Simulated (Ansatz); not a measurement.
# NaVSe3 (model cell, started as cubic perovskite with V in the octahedra): following an unstable mode, part 2 of 3

Which phase does NaVSe3 (model cell, started as cubic perovskite with V in the octahedra) fall into along its unstable mode, and how much energy does it gain?

Ansatz 0.2.0; DFT PBE, scalar-relativistic, plane waves, PAW; PAW set soft_1.

So far, highest frequency on the path or at a solved wavevector (cm⁻¹): step 2 (the dispersion) 252. Also lowest frequency on the path (cm⁻¹): step 2 -133.

The structure was built from a prototype and need not be the compound's stable phase.

## (6) Relaxation from the frozen mode

Starting from the lowest point found, all atoms and the cell are let go, so that strain and other modes of the same symmetry can join in.

input.yaml reads:

```yaml
crystal:
  lattice:
    - [4.8932201373, 0.0, 0.0]
    - [0.0, 4.8932201373, 0.0]
    - [0.0, 0.0, 4.8932201373]
  atoms:
    - { symbol: Na, position: [0.0, -0.0009043796, -0.0009043796] }
    - { symbol: V, position: [0.5, 0.5650283541, 0.5650283541] }
    - { symbol: Se, position: [0.5, 0.477580846, 0.0031540135] }
    - { symbol: Se, position: [0.5, 0.0031540135, 0.477580846] }
    - { symbol: Se, position: [0.0, 0.477580846, 0.477580846] }
kpoints:
  mp_grid: { grid: [8, 8, 8] }
hamiltonian:
  xc: pbe
  pseudopotentials: { kind: paw, azcp: { folder: soft_1 } }
scf:
  occupations: { method: methfessel_paxton, width: 0.2 }
output:
  forces: true
  stress: true
  eigenvalues: true
relax:
  adjacent_minimum: "off"
  f_tol: 0.002
  max_steps: 120
  cell: { stress_tol: 0.03 }
```

Launch:

```sh
> ansatz run input.yaml --threads 4 --pin off --max-ram 16384MiB --backend cpu --events-out ev --progress --plain --runs-dir out
```

Numbers of over 12 decimals in the logs are rounded to 6 here.

Output:

```text
[...]
Crystal: 5 atoms, lattice volume = 117.161 Å³
Basis set: ecut = 420 eV, 2301 PW (Γ), exchange–correlation on 72×72×72 points (8 copies of the dense FFT grid, shifted against one another)
Bands: 42, of which v1, the nominal top of the filled ones, is band 35 counted from 1 (34 counted from 0)
Symmetry: 4 space group operations
[...]
k-points: 105 of 512 (time reversal used)
[...]
SCF iter   1: F=—  HF=-20816.296437 eV  |F-HF|=—  |Δ(HF+E_count)|=         —  Δρ=2.44e-1  dr2=1.18e2  ethr=3.10e-3  ⟨swp⟩=5.7  Hψ=15344  notcnv=0
[...]
SCF iter  13: F=-20808.627839 eV  HF=-20808.627839 eV  |F-HF|=6.16e-8  |Δ(HF+E_count)|=   4.36e-8  S|Δr|=    0.00e0  Δρ=6.10e-6  dr2=6.66e-8  ethr=1.43e-10  ⟨swp⟩=6.6  Hψ=18193  notcnv=0
SCF 1 converged in 13 iterations: F = -20808.627839 eV  dr2 = 6.66e-8
[...]
relax step   1: F+E_penalty+E_count = -20808.62783914 eV  Δ(F+E_penalty+E_count) = +0.000e0 eV  max|allowed force component| = 9.453e-1 eV/Å  Δτ_max = 0.0000 Å  P = +2.678 GPa  Ω = 117.161 Å³  (13 SCF iters, dr2 threshold 1.00e-7 eV, accepted)
Crystal: 5 atoms, lattice volume = 119.016 Å³
Basis set: ecut = 420 eV, 2349 PW (Γ), exchange–correlation on 72×72×72 points (8 copies of the dense FFT grid, shifted against one another)
[...]
SCF iter   8: F=-20808.835933 eV  HF=-20808.835933 eV  |F-HF|=2.42e-8  |Δ(HF+E_count)|=   8.56e-9  S|Δr|=    0.00e0  Δρ=5.36e-6  dr2=3.58e-8  ethr=7.14e-10  ⟨swp⟩=4.0  Hψ=14613  notcnv=0
SCF 2 converged in 8 iterations: F = -20808.835933 eV  dr2 = 3.58e-8
[...]
relax step   2: F+E_penalty+E_count = -20808.83593323 eV  Δ(F+E_penalty+E_count) = -2.081e-1 eV  max|allowed force component| = 1.732e-1 eV/Å  Δτ_max = 0.1946 Å  P = +0.136 GPa  Ω = 119.016 Å³  energy of the carried Pulay correction = -3.604e-4 eV  (8 SCF iters, dr2 threshold 5.00e-7 eV, accepted)
Crystal: 5 atoms, lattice volume = 120.741 Å³
Basis set: ecut = 420 eV, 2369 PW (Γ), exchange–correlation on 72×72×72 points (8 copies of the dense FFT grid, shifted against one another)
[...]
SCF iter   7: F=-20808.869532 eV  HF=-20808.869532 eV  |F-HF|=4.18e-8  |Δ(HF+E_count)|=   7.95e-9  S|Δr|=    0.00e0  Δρ=7.64e-6  dr2=7.91e-8  ethr=7.14e-10  ⟨swp⟩=7.2  Hψ=22139  notcnv=0
SCF 3 converged in 7 iterations: F = -20808.869532 eV  dr2 = 7.91e-8
relax step   3: F+E_penalty+E_count = -20808.86953226 eV  Δ(F+E_penalty+E_count) = -3.360e-2 eV  max|allowed force component| = 1.845e-1 eV/Å  Δτ_max = 0.0885 Å  P = -0.386 GPa  Ω = 120.741 Å³  energy of the carried Pulay correction = -6.905e-4 eV  (7 SCF iters, dr2 threshold 5.00e-7 eV, accepted)
[... from here on, the SCF cycles and remarks between the steps are left out ...]
relax step   4: F+E_penalty+E_count = -20808.89067659 eV  Δ(F+E_penalty+E_count) = -2.114e-2 eV  max|allowed force component| = 1.011e-1 eV/Å  Δτ_max = 0.0414 Å  P = -0.093 GPa  Ω = 121.263 Å³  energy of the carried Pulay correction = -7.895e-4 eV  (6 SCF iters, dr2 threshold 5.00e-7 eV, accepted)
relax step   5: F+E_penalty+E_count = -20808.91515977 eV  Δ(F+E_penalty+E_count) = -2.448e-2 eV  max|allowed force component| = 1.106e-1 eV/Å  Δτ_max = 0.0461 Å  P = +0.678 GPa  Ω = 122.432 Å³  energy of the carried Pulay correction = -1.010e-3 eV  (7 SCF iters, dr2 threshold 5.00e-7 eV, accepted)
relax step   6: F+E_penalty+E_count = -20808.93571345 eV  Δ(F+E_penalty+E_count) = -2.055e-2 eV  max|allowed force component| = 1.346e-1 eV/Å  Δτ_max = 0.0416 Å  P = +0.552 GPa  Ω = 126.836 Å³  energy of the carried Pulay correction = -1.820e-3 eV  (7 SCF iters, dr2 threshold 5.00e-7 eV, accepted)
relax step   7: F+E_penalty+E_count = -20808.95861429 eV  Δ(F+E_penalty+E_count) = -2.290e-2 eV  max|allowed force component| = 7.696e-2 eV/Å  Δτ_max = 0.0438 Å  P = +0.296 GPa  Ω = 131.071 Å³  energy of the carried Pulay correction = -2.572e-3 eV  (9 SCF iters, dr2 threshold 5.00e-7 eV, accepted)
relax step   8: F+E_penalty+E_count = -20808.96180254 eV  Δ(F+E_penalty+E_count) = -3.188e-3 eV  max|allowed force component| = 3.556e-2 eV/Å  Δτ_max = 0.0447 Å  P = -0.197 GPa  Ω = 134.616 Å³  energy of the carried Pulay correction = -3.182e-3 eV  (10 SCF iters, dr2 threshold 5.00e-7 eV, accepted)
relax step   9: F+E_penalty+E_count = -20808.96529976 eV  Δ(F+E_penalty+E_count) = -3.497e-3 eV  max|allowed force component| = 5.101e-2 eV/Å  Δτ_max = 0.0195 Å  P = -0.131 GPa  Ω = 133.792 Å³  energy of the carried Pulay correction = -3.042e-3 eV  (9 SCF iters, dr2 threshold 5.00e-7 eV, accepted)
relax step  10: F+E_penalty+E_count = -20808.97109312 eV  Δ(F+E_penalty+E_count) = -5.793e-3 eV  max|allowed force component| = 1.581e-1 eV/Å  Δτ_max = 0.1249 Å  P = +0.518 GPa  Ω = 133.289 Å³  energy of the carried Pulay correction = -2.956e-3 eV  (12 SCF iters, dr2 threshold 3.41e-7 eV, accepted)
relax step  11: F+E_penalty+E_count = -20808.97401605 eV  Δ(F+E_penalty+E_count) = -2.923e-3 eV  max|allowed force component| = 3.299e-2 eV/Å  Δτ_max = 0.1299 Å  P = +0.284 GPa  Ω = 134.025 Å³  energy of the carried Pulay correction = -3.082e-3 eV  (11 SCF iters, dr2 threshold 5.00e-7 eV, accepted)
relax step  12: F+E_penalty+E_count = -20808.97664766 eV  Δ(F+E_penalty+E_count) = -2.632e-3 eV  max|allowed force component| = 7.841e-2 eV/Å  Δτ_max = 0.0408 Å  P = -0.154 GPa  Ω = 135.875 Å³  energy of the carried Pulay correction = -3.395e-3 eV  (8 SCF iters, dr2 threshold 3.87e-7 eV, accepted)
relax step  13: F+E_penalty+E_count = -20808.97787108 eV  Δ(F+E_penalty+E_count) = -1.223e-3 eV  max|allowed force component| = 1.959e-2 eV/Å  Δτ_max = 0.0208 Å  P = +0.055 GPa  Ω = 136.281 Å³  energy of the carried Pulay correction = -3.463e-3 eV  (7 SCF iters, dr2 threshold 3.84e-7 eV, accepted)
relax step  14: F+E_penalty+E_count = -20808.97819802 eV  Δ(F+E_penalty+E_count) = -3.269e-4 eV  max|allowed force component| = 8.676e-3 eV/Å  Δτ_max = 0.0069 Å  P = +0.028 GPa  Ω = 136.467 Å³  energy of the carried Pulay correction = -3.494e-3 eV  (7 SCF iters, dr2 threshold 7.28e-8 eV, accepted)
relax step  15: F+E_penalty+E_count = -20808.97877498 eV  Δ(F+E_penalty+E_count) = -5.770e-4 eV  max|allowed force component| = 6.884e-3 eV/Å  Δτ_max = 0.0173 Å  P = -0.001 GPa  Ω = 136.740 Å³  energy of the carried Pulay correction = -3.540e-3 eV  (9 SCF iters, dr2 threshold 2.07e-8 eV, accepted)
[...]
relax step  24: F+E_penalty+E_count = -20809.07839294 eV  Δ(F+E_penalty+E_count) = -3.691e-3 eV  max|allowed force component| = 1.113e-1 eV/Å  Δτ_max = 0.0597 Å  P = -0.104 GPa  Ω = 155.202 Å³  energy of the carried Pulay correction = -4.223e-3 eV  (9 SCF iters, dr2 threshold 5.00e-7 eV, accepted)
relax step  25: F+E_penalty+E_count = -20809.08392690 eV  Δ(F+E_penalty+E_count) = -5.534e-3 eV  max|allowed force component| = 4.700e-2 eV/Å  Δτ_max = 0.0269 Å  P = -0.083 GPa  Ω = 153.447 Å³  energy of the carried Pulay correction = -3.659e-3 eV  (9 SCF iters, dr2 threshold 5.00e-7 eV, accepted)
relax step  26: F+E_penalty+E_count = -20809.08782070 eV  Δ(F+E_penalty+E_count) = -3.894e-3 eV  max|allowed force component| = 2.763e-2 eV/Å  Δτ_max = 0.0289 Å  P = +0.038 GPa  Ω = 153.567 Å³  energy of the carried Pulay correction = -3.688e-3 eV  (9 SCF iters, dr2 threshold 2.29e-7 eV, accepted)
relax step  27: F+E_penalty+E_count = -20809.09353591 eV  Δ(F+E_penalty+E_count) = -5.715e-3 eV  max|allowed force component| = 1.109e-1 eV/Å  Δτ_max = 0.0624 Å  P = +0.165 GPa  Ω = 151.162 Å³  energy of the carried Pulay correction = -2.962e-3 eV  (10 SCF iters, dr2 threshold 4.77e-8 eV, accepted)
relax step  28: F+E_penalty+E_count = -20809.09638398 eV  Δ(F+E_penalty+E_count) = -2.848e-3 eV  max|allowed force component| = 1.152e-1 eV/Å  Δτ_max = 0.0689 Å  P = +0.173 GPa  Ω = 147.982 Å³  energy of the carried Pulay correction = -2.102e-3 eV  (9 SCF iters, dr2 threshold 5.00e-7 eV, accepted)
relax step  29: F+E_penalty+E_count = -20809.09714469 eV  Δ(F+E_penalty+E_count) = -7.607e-4 eV  max|allowed force component| = 4.287e-2 eV/Å  Δτ_max = 0.0173 Å  P = -0.117 GPa  Ω = 148.618 Å³  energy of the carried Pulay correction = -2.269e-3 eV  (8 SCF iters, dr2 threshold 5.00e-7 eV, accepted)
relax step  30: F+E_penalty+E_count = -20809.09769238 eV  Δ(F+E_penalty+E_count) = -5.477e-4 eV  max|allowed force component| = 7.201e-3 eV/Å  Δτ_max = 0.0106 Å  P = -0.024 GPa  Ω = 148.470 Å³  energy of the carried Pulay correction = -2.231e-3 eV  (8 SCF iters, dr2 threshold 1.15e-7 eV, accepted)
relax step  31: F+E_penalty+E_count = -20809.09788932 eV  Δ(F+E_penalty+E_count) = -1.969e-4 eV  max|allowed force component| = 9.913e-3 eV/Å  Δτ_max = 0.0077 Å  P = +0.015 GPa  Ω = 147.889 Å³  energy of the carried Pulay correction = -2.084e-3 eV  (10 SCF iters, dr2 threshold 3.24e-9 eV, accepted)
relax step  32: F+E_penalty+E_count = -20809.09788051 eV  Δ(F+E_penalty+E_count) = +8.815e-6 eV  max|allowed force component| = 1.224e-3 eV/Å  Δτ_max = 0.0009 Å  P = -0.000 GPa  Ω = 147.971 Å³  energy of the carried Pulay correction = -2.105e-3 eV  (8 SCF iters, dr2 threshold 6.14e-9 eV, accepted)
relax step  33: F+E_penalty+E_count = -20809.11295340 eV  Δ(F+E_penalty+E_count) = -1.507e-2 eV  max|allowed force component| = 1.743e-3 eV/Å  Δτ_max = 0.0000 Å  P = +0.140 GPa  Ω = 147.971 Å³  stress off target by 4.11e-1 GPa  SCF on the basis re-selected at this cell (its energy is not comparable with the rows above)  (14 SCF iters)
relax step  34: F+E_penalty+E_count = -20809.12060342 eV  Δ(F+E_penalty+E_count) = -7.650e-3 eV  max|allowed force component| = 5.736e-2 eV/Å  Δτ_max = 0.0381 Å  P = +0.198 GPa  Ω = 148.016 Å³  energy of the carried Pulay correction = -7.209e-6 eV  (9 SCF iters, dr2 threshold 4.21e-7 eV, accepted)
relax step  35: F+E_penalty+E_count = -20809.12651995 eV  Δ(F+E_penalty+E_count) = -5.917e-3 eV  max|allowed force component| = 7.936e-2 eV/Å  Δτ_max = 0.0475 Å  P = +0.180 GPa  Ω = 150.329 Å³  energy of the carried Pulay correction = -3.468e-4 eV  (10 SCF iters, dr2 threshold 4.82e-7 eV, accepted)
relax step  36: F+E_penalty+E_count = -20809.12839318 eV  Δ(F+E_penalty+E_count) = -1.873e-3 eV  max|allowed force component| = 3.276e-2 eV/Å  Δτ_max = 0.0358 Å  P = +0.044 GPa  Ω = 152.146 Å³  energy of the carried Pulay correction = -6.381e-4 eV  (10 SCF iters, dr2 threshold 3.94e-7 eV, accepted)
relax step  37: F+E_penalty+E_count = -20809.12774553 eV  Δ(F+E_penalty+E_count) = +6.477e-4 eV  max|allowed force component| = 5.672e-2 eV/Å  Δτ_max = 0.0232 Å  P = -0.072 GPa  Ω = 153.522 Å³  energy of the carried Pulay correction = -8.784e-4 eV  (10 SCF iters, dr2 threshold 6.71e-8 eV, rejected (line search))
relax step  38: F+E_penalty+E_count = -20809.12858555 eV  Δ(F+E_penalty+E_count) = -1.924e-4 eV  max|allowed force component| = 1.694e-3 eV/Å  Δτ_max = 0.0078 Å  P = -0.002 GPa  Ω = 152.557 Å³  energy of the carried Pulay correction = -7.087e-4 eV  (13 SCF iters, accepted)
relax step  39: F+E_penalty+E_count = -20809.12859732 eV  Δ(F+E_penalty+E_count) = -1.177e-5 eV  max|allowed force component| = 5.970e-4 eV/Å  Δτ_max = 0.0018 Å  P = -0.002 GPa  Ω = 152.549 Å³  energy of the carried Pulay correction = -7.075e-4 eV  (11 SCF iters, accepted)
Basis set: ecut = 420 eV, 2985 PW (Γ), exchange–correlation on 54×90×90 points (8 copies of the dense FFT grid, shifted against one another)
[...]
SCF iter  13: F=-20809.130131 eV  HF=-20809.130131 eV  |F-HF|=0.00e0  |Δ(HF+E_count)|=  3.27e-11  S|Δr|=    0.00e0  Δρ=5.86e-8  dr2=7.89e-12  ethr=1.00e-12  ⟨swp⟩=4.9  Hψ=20471  notcnv=0
SCF 40 converged in 13 iterations: F = -20809.130131 eV  dr2 = 7.89e-12
relax step  40: F+E_penalty+E_count = -20809.13013119 eV  Δ(F+E_penalty+E_count) = -1.534e-3 eV  max|allowed force component| = 1.368e-3 eV/Å  Δτ_max = 0.0000 Å  P = +0.004 GPa  Ω = 152.549 Å³  stress off target by 2.86e-2 GPa  SCF on the basis re-selected at this cell (its energy is not comparable with the rows above)  (13 SCF iters)
[...]
SCF converged after 13 iterations
[...]
Free energy (F): -20809.130131 eV
[...]
Internal energy: -20809.137354 eV  (E = F + TS)
E sigma→0 (E₀):  -20809.131937 eV
Entropy (-TS):   0.007223 eV (1.445 meV/atom)
Fermi energy:    4.377025 eV
Step filling:    the computed levels leave a gap of 0.2991 eV = 1.5 smearing widths at the electron count; against every level under it full and every level over it empty, smearing changes F+E_penalty+E_count by +2.853 meV and its σ→0 estimate by +1.047 meV
[...]
--- Forces (eV/Å), atoms counted from 1 ---
  atom   1  Na    -0.00000000    -0.00051711    -0.00051711
  atom   2  V      0.00000000     0.00102313     0.00102313
  atom   3  Se     0.00000000     0.00090151    -0.00136763
  atom   4  Se     0.00000000    -0.00136763     0.00090151
  atom   5  Se    -0.00000000    -0.00003948    -0.00003948
  max |Σ_I F_I| component: 4.12e-7 eV/Å
--- Stress (GPa, compression-positive) ---
       -0.007445       0.000000       0.000000
        0.000000       0.009117       0.019520
        0.000000       0.019520       0.009117
  P = ⅓ Tr σ = 0.0036 GPa (0.036 kbar)
--- Band table (eV; the first three rows and the last of 105) ---
  k-point 0: bands = [... 31 lower, 2.3498, 3.0007, 3.1062, 4.1219, 4.9755, 5.5493, 6.4194, 6.8334, ... 3 higher]
  k-point 1: bands = [... 31 lower, 2.3266, 2.9681, 3.1566, 3.9796, 5.0262, 5.5341, 6.4940, 6.8278, ... 3 higher]
  k-point 2: bands = [... 31 lower, 2.2571, 2.9276, 3.2415, 3.6757, 5.1070, 5.4950, 6.4133, 6.8526, ... 3 higher]
  k-point 104: bands = [... 31 lower, 2.2422, 3.0107, 3.5942, 3.7529, 4.4988, 5.1300, 5.2975, 6.3116, ... 3 higher]
--- Relaxed structure (37 steps of the walk, 35 accepted, 3 SCFs on fresh bases) ---
  F+E_penalty+E_count = -20809.13013119 eV   max|allowed force component| = 1.368e-3 eV/Å   (the final SCF, on the basis selected at the relaxed cell)
  cell:  # Å, volume = 152.5492 Å³
    - [4.037072, 0, 0]
    - [0, 6.258696, 1.176510]
    - [0, 1.176510, 6.258696]
  atoms:
    - { symbol: Na, position: [0, -0.108270, -0.108270] }
    - { symbol: V, position: [0.5, 0.626718, 0.626718] }
    - { symbol: Se, position: [0.5, 0.497682, 0.00156666] }
    - { symbol: Se, position: [0.5, 0.00156666, 0.497682] }
    - { symbol: Se, position: [0, 0.504744, 0.504744] }
```

It took 16 min on 4 threads of Arm Neoverse V1, shared host; peak memory 0.81 GiB.

The steps of the relaxation (22 of 40):

| step | energy less that of the first step (eV) | largest force component (eV/Å) | pressure (GPa) | volume (Å³) |
| --- | --- | --- | --- | --- |
| 1 | 0.0000 | 0.9453 | 2.68 | 117.16 |
| 3 | -0.2417 | 0.1845 | -0.39 | 120.74 |
| 5 | -0.2873 | 0.1106 | 0.68 | 122.43 |
| 7 | -0.3308 | 0.0770 | 0.30 | 131.07 |
| 8 | -0.3340 | 0.0356 | -0.20 | 134.62 |
| 10 | -0.3433 | 0.1581 | 0.52 | 133.29 |
| 12 | -0.3488 | 0.0784 | -0.15 | 135.88 |
| 14 | -0.3504 | 0.0087 | 0.03 | 136.47 |
| 16 | -0.3497 | 0.0820 | 0.11 | 137.39 |
| 18 | -0.3511 | 0.0019 | 0.00 | 137.06 |
| 20 | -0.4140 | 0.0559 | 0.05 | 141.41 |
| 21 | -0.4358 | 0.0907 | 0.05 | 147.69 |
| 23 | -0.4469 | 0.2537 | 0.01 | 156.77 |
| 25 | -0.4561 | 0.0470 | -0.08 | 153.45 |
| 27 | -0.4657 | 0.1109 | 0.16 | 151.16 |
| 29 | -0.4693 | 0.0429 | -0.12 | 148.62 |
| 31 | -0.4700 | 0.0099 | 0.01 | 147.89 |
| 33* | -0.4851 | 0.0017 | 0.14 | 147.97 |
| 34 | -0.4928 | 0.0574 | 0.20 | 148.02 |
| 36 | -0.5006 | 0.0328 | 0.04 | 152.15 |
| 38 | -0.5007 | 0.0017 | 0.00 | 152.56 |
| 40* | -0.5023 | 0.0014 | 0.00 | 152.55 |

Relaxation steps marked * repeat the geometry before them on a plane-wave basis chosen anew for their cell, so energy and pressure can jump there. Other such steps can lie between the rows shown. Relaxation steps 16, 37 were tried and not accepted.

Forces are held to the 4 operations that the run works with; a distortion that breaks them can't arise in this run.

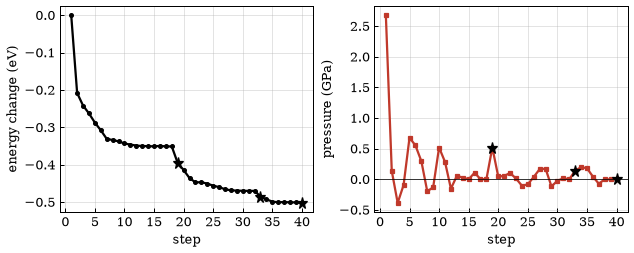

Energy and pressure along the relaxation. Stars mark steps on a basis chosen anew.

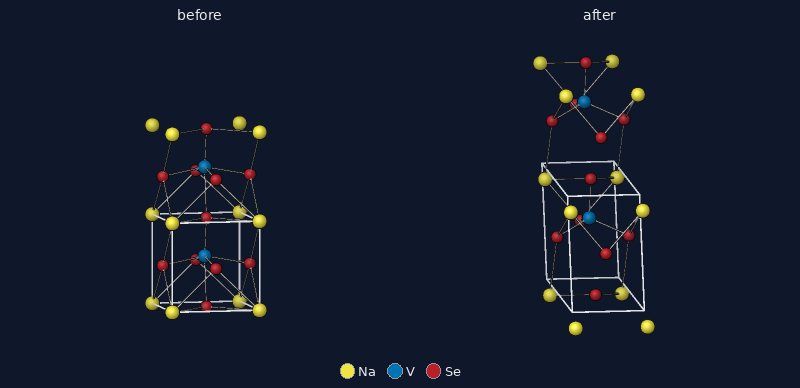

Before and after, at one scale. Bonds to atoms that aren't drawn are left out.

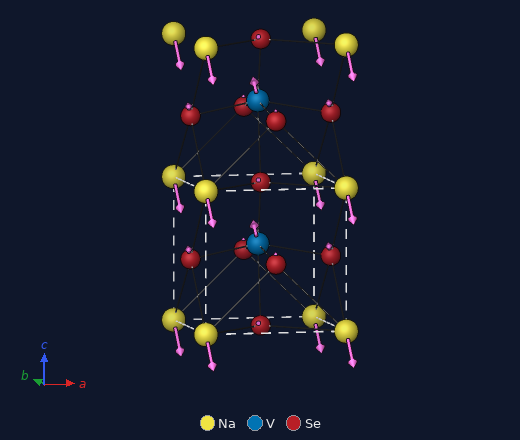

Displacements in the relaxation, exaggerated, measured against the changing cell; the longest in the cell stands for 1.13 Å. Bonds to atoms that aren't drawn are left out. 1×1×2 cells are drawn. Some periodic images of atoms are drawn too.

| cell as run | before | after | change |
| --- | --- | --- | --- |
| a (Å) | 4.893 | 4.037 | -17.5 % |
| b (Å) | 4.893 | 6.368 | +30.1 % |
| c (Å) | 4.893 | 6.368 | +30.1 % |
| α (°) | 90.00 | 68.71 | -23.7 % |
| volume (Å³/atom) | 23.43 | 30.51 | +30.2 % |

The atoms that moved most (Å, as changes of fractional coordinates times the final cell):

| atom | dx | dy | dz | length |
| --- | --- | --- | --- | --- |
| Na1 | 0.000 | -0.798 | -0.798 | 1.129 |
| V2 | 0.000 | 0.459 | 0.459 | 0.649 |
| Se5 | 0.000 | 0.202 | 0.202 | 0.286 |
| Se4 | 0.000 | 0.014 | 0.124 | 0.125 |
| Se3 | 0.000 | 0.124 | 0.014 | 0.125 |

Numbers from this step:

```yaml
pressure: 0.003597 GPa
volume_per_atom: 30.51 Å³
gap_on_the_k_mesh: 0.2991 eV
```

The distorted start has space group Amm2; the relaxation ends in Amm2.

## (7) The new phase in its own primitive cell

The relaxed structure is symmetrised, reduced to its primitive cell and relaxed tightly, as its phonons need.

input.yaml reads:

```yaml
crystal:
  lattice:
    - [4.0370723972, 0.0, 0.0]
    - [0.0, 3.5936478056, 5.2574848585]
    - [0.0, -3.5936478056, 5.2574848585]
  atoms:
    - { symbol: Na, position: [0.0, 0.8917295514, 0.8917295514] }
    - { symbol: V, position: [0.5, 0.6267176851, 0.6267176851] }
    - { symbol: Se, position: [0.5, 0.4976816315, 0.0015666595] }
    - { symbol: Se, position: [0.5, 0.0015666595, 0.4976816315] }
    - { symbol: Se, position: [0.0, 0.5047441525, 0.5047441525] }
kpoints:
  mp_grid: { grid: [8, 6, 6] }
hamiltonian:
  xc: pbe
  pseudopotentials: { kind: paw, azcp: { folder: soft_1 } }
scf:
  occupations: { method: fixed }
output:
  forces: true
  stress: true
  eigenvalues: true
relax:
  adjacent_minimum: "off"
  f_tol: 0.001
  max_steps: 60
  cell: { stress_tol: 0.01 }
```

Output:

```text
[...]
Crystal: 5 atoms, lattice volume = 152.549 Å³
Basis set: ecut = 420 eV, 2985 PW (Γ), exchange–correlation on 54×90×90 points (8 copies of the dense FFT grid, shifted against one another)
Bands: 42, of which v1, the nominal top of the filled ones, is band 35 counted from 1 (34 counted from 0)
Symmetry: 4 space group operations
[...]
k-points: 65 of 288 (time reversal used)
[...]
- [4.029002, 2.344894263209791e-19, -1.0122515803968499e-18]
    - [-1.1095230661954449e-18, 3.589888, 5.291743]
    - [-1.526990146012613e-18, -3.589888, 5.291743]
  atoms:
    - { symbol: Na, position: [1.5047981709661038e-19, 0.890689, 0.890689] }
    - { symbol: V, position: [0.500000, 0.627328, 0.627328] }
    - { symbol: Se, position: [0.500000, 0.497362, 0.00163858] }
    - { symbol: Se, position: [0.500000, 0.00163858, 0.497362] }
    - { symbol: Se, position: [0, 0.505422, 0.505422] }
[key lines of the parts left out:]
SCF converged after 10 iterations
Free energy (F): -20809.133109 eV
Fermi energy:    4.089162 eV
P = ⅓ Tr σ = -0.0023 GPa (-0.023 kbar)
```

Wall time 1.9 min (4 threads); peak memory 0.67 GiB; 7.5 min of CPU time.

Relaxation path:

| step | energy less that of the first step (eV) | largest force component (eV/Å) | pressure (GPa) | volume (Å³) |
| --- | --- | --- | --- | --- |
| 1 | 0.0000 | 0.0078 | 0.01 | 152.55 |
| 2 | 0.0000 | 0.0034 | 0.00 | 152.67 |
| 3 | 0.0000 | 0.0175 | -0.01 | 153.03 |
| 4 | 0.0000 | 0.0053 | 0.00 | 153.16 |
| 5 | -0.0001 | 0.0011 | 0.00 | 153.09 |
| 6 | -0.0001 | 0.0025 | 0.00 | 153.05 |
| 7 | -0.0001 | 0.0006 | 0.00 | 153.08 |
| 8* | -0.0001 | 0.0006 | 0.00 | 153.08 |

Relaxation steps marked * repeat the geometry before them on a plane-wave basis chosen anew for their cell, so energy and pressure can jump there.

Forces are held to the 4 operations that the run works with; a distortion that breaks them can't arise in this run.

| conventional cell, symmetrised | before | after | change |
| --- | --- | --- | --- |
| a (Å) | 4.037 | 4.029 | -0.2 % |
| b (Å) | 7.187 | 7.180 | -0.1 % |
| c (Å) | 10.515 | 10.583 | +0.7 % |
| volume (Å³/atom) | 30.51 | 30.62 | +0.3 % |

The atoms that moved most (Å, as changes of fractional coordinates times the final cell):

| atom | dx | dy | dz | length |
| --- | --- | --- | --- | --- |
| Na1 | 0.000 | 0.000 | -0.011 | 0.011 |
| Se5 | 0.000 | 0.000 | 0.007 | 0.007 |
| V2 | 0.000 | 0.000 | 0.006 | 0.006 |

This step gave:

* pressure: -0.002291 GPa
* gap on the k-mesh: 0.2990 eV
* volume per atom: 30.62 Å³
* direct gap on mesh: 0.6122 eV

The largest force component left is 0.56 meV/Å and the pressure is -0.002 GPa, within the tolerances set. The cell now holds 30.62 Å³/atom.

(Part 2 of 3 ends here.)

[Logs are printed without paths, hosts, clocks, repeated set-up lines and the standing remarks that a program may print on its own settings, such as how far it seeks lower states.]

[Hosts, paths, dates, database ids (printed as entryN), source tags and the programs' standing remarks are cut or masked in the printed files.]
